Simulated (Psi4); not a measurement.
# BH2Cl (SMILES BCl): wB97M-V/pcseg-4 (density fitting, sweep point 5)

What is the energy change on altering one bond length of BH2Cl at wB97M-V/pcseg-4 (density fitting, sweep point 5)? 

The results are computed with Psi4 1.11.

## (1) The molecule

The species is BH2Cl (4 atoms), meant as a singlet with charge 0. As SMILES, `BCl`. Geometry: relaxed at PBE0-D4/def2-TZVP.

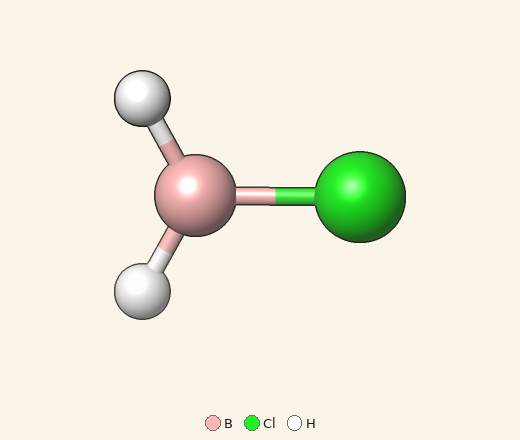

The structure, seen from a chosen angle (boron pink, chlorine green, hydrogen white).

## (2) A single-point energy at wB97M-V/pcseg-4 (density fitting, sweep point 5)

The input, calc.dat:

```
memory 1.6 GB

molecule molecule1 {
  0 1
  B     -0.116700     0.021700    -0.075300
  Cl     1.365000    -0.395300     0.721200
  H     -1.106200    -0.559500     0.240400
  H     -0.086600     0.872800    -0.906600
  units angstrom
  symmetry c1
}

set {
  puream               true
  scf_type             df
  dft_radial_points    99
  dft_spherical_points 590
}

result, w = energy("wb97m-v/pcseg-4", return_wfn=True)
print_variables()
```

Started as:

```sh
$ psi4 calc.dat calc.out -n 1
```

calc.out:

```text
[...]
  Running in c1 symmetry.
[...]
  Nuclear repulsion =   37.783015982108225
[...]
  Multiplicity = 1
[...]
  Nalpha       = 12
  Nbeta        = 12
[...]
    Number of basis functions: 328
[...]
   @DF-RKS iter   1:  -486.23239730984335   -4.80647e-01   7.14001e-04 ADIIS/DIIS
[...]
   @DF-RKS iter   7:  -486.25665904266049   -5.22203e-07   3.95861e-07 DIIS
[...]
    Orbital Energies [Eh]
    ---------------------
    Doubly Occupied:
       1A   -101.852496     2A     -9.651638     3A     -7.351964
       4A     -7.349613     5A     -7.346897     6A     -6.961560
       7A     -0.972093     8A     -0.633198     9A     -0.512950
      10A     -0.499420    11A     -0.459416    12A     -0.402603
[...]
  @DF-RKS Final Energy:  -486.25665904266049
   => Energetics <=
    Nuclear Repulsion Energy =             37.7830159821082248
    One-Electron Energy =                -744.4589151063262307
    Two-Electron Energy =                 245.3733536336015959
    DFT Exchange-Correlation Energy =     -25.0540657698987594
    Empirical Dispersion Energy =           0.0000000000000000
    VV10 Nonlocal Energy =                  0.0999522178546461
    Total Energy =                       -486.2566590426604876
[...]
 Multipole Moments:
 ------------------------------------------------------------------------------------
     Multipole            Electronic (a.u.)      Nuclear  (a.u.)        Total (a.u.)
 ------------------------------------------------------------------------------------
 L = 1.  Multiply by 2.5417464519 to convert [e a0] to [Debye]
 Dipole X            :          2.0675880           -2.2620037           -0.1944157
 Dipole Y            :         -0.5817483            0.6365030            0.0547547
 Dipole Z            :          1.1112794           -1.2158337           -0.1045543
 Magnitude           :                                                    0.2274360
[...]
```

Wall time 1.9 min (1 thread of AMD EPYC 7R43 (Zen 3), shared host); peak memory 1.5 GiB.

## (3) The distorted shape, same level

The input, job.in:

```
memory 1600 MB

molecule m {
  0 1
  B      0.378053     0.312302    -0.233151
  Cl     1.859753    -0.104698     0.563349
  H     -1.106200    -0.559500     0.240400
  H      0.408153     1.163402    -1.064451
  symmetry c1
}

set basis pcseg-4
set puream true
set scf_type df
set dft_radial_points 99
set dft_spherical_points 590

energy('wb97m-v')
```

Started as:

```sh
$ psi4 job.in job.out -n 1
```

job.out:

```text
[...]
  Running in c1 symmetry.
[...]
  Nuclear repulsion =   36.405504708380413
[...]
  Multiplicity = 1
[...]
  Nalpha       = 12
  Nbeta        = 12
[...]
    Number of basis functions: 328
[...]
   @DF-RKS iter   1:  -486.17038334983101   -5.29565e-01   6.28522e-04 ADIIS/DIIS
[...]
   @DF-RKS iter   7:  -486.18637951674896   -3.28037e-07   3.18908e-07 DIIS
[...]
    Orbital Energies [Eh]
    ---------------------
    Doubly Occupied:
       1A   -101.868770     2A     -9.667418     3A     -7.367888
       4A     -7.365233     5A     -7.362767     6A     -7.013357
       7A     -0.986146     8A     -0.629199     9A     -0.520169
      10A     -0.472076    11A     -0.471096    12A     -0.375888
[...]
  @DF-RKS Final Energy:  -486.18637951674896
   => Energetics <=
    Nuclear Repulsion Energy =             36.4055047083804126
    One-Electron Energy =                -741.4064702076709636
    Two-Electron Energy =                 243.6730234489801319
    DFT Exchange-Correlation Energy =     -24.9582997570221785
    Empirical Dispersion Energy =           0.0000000000000000
    VV10 Nonlocal Energy =                  0.0998622905836869
    Total Energy =                       -486.1863795167489570
[...]
 Multipole Moments:
 ------------------------------------------------------------------------------------
     Multipole            Electronic (a.u.)      Nuclear  (a.u.)        Total (a.u.)
 ------------------------------------------------------------------------------------
 L = 1.  Multiply by 2.5417464519 to convert [e a0] to [Debye]
 Dipole X            :          2.9217769           -2.7257587            0.1960182
 Dipole Y            :         -0.1615421            0.3641082            0.2025661
 Dipole Z            :          0.9191259           -1.0678726           -0.1487466
 Magnitude           :                                                    0.3187189
[...]
```

It took 1.8 min on 1 thread of AMD EPYC 7R43 (Zen 3), shared host; peak memory 1.4 GiB.

## (4) What came out

At wB97M-V/pcseg-4 (density fitting, sweep point 5):

| quantity | value |
| --- | --- |
| first shape: total energy | -486.25666 Eh |
| first shape: dipole moment | 0.58 D |
| first shape: HOMO energy | -10.96 eV |
| first shape: LUMO energy | 0.04 eV |
| first shape: HOMO–LUMO gap | 11.00 eV |
| distorted shape: total energy | -486.18638 Eh |
| distorted shape: dipole moment | 0.81 D |
| distorted shape: HOMO energy | -10.23 eV |
| distorted shape: LUMO energy | -0.18 eV |
| distorted shape: HOMO–LUMO gap | 10.05 eV |
| energy change with the B1–H3 bond stretched from 1.190 to 1.785 Å | 1.912 eV |

What this shows: With the B1–H3 bond stretched from 1.190 to 1.785 Å the energy rises by 1.91 eV (44 kcal/mol). The first shape isn't relaxed at this level, so the change isn't measured from a minimum.
